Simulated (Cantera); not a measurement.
A closed system holds: 1 mol CS₂, 0.56 mol SO₂, 0.73 mol O₂, equilibrated at 120 Pa.

Equilibrium computed with Cantera from the NASA thermochemical tables; the gas is ideal and each condensed phase is pure. Candidate condensed phases: C, S; 22 gas species. Kinetics and transport are ignored.

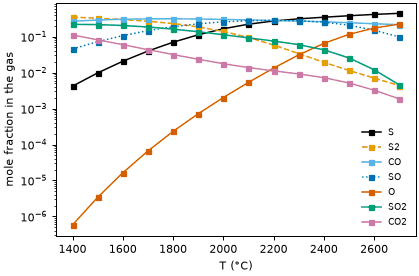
Figure: Equilibrium gas composition (values under 1e-9 drawn at 1e-9)

From 1400 °C to 2700 °C nothing is condensed. The main C-bearing gas is CO throughout.
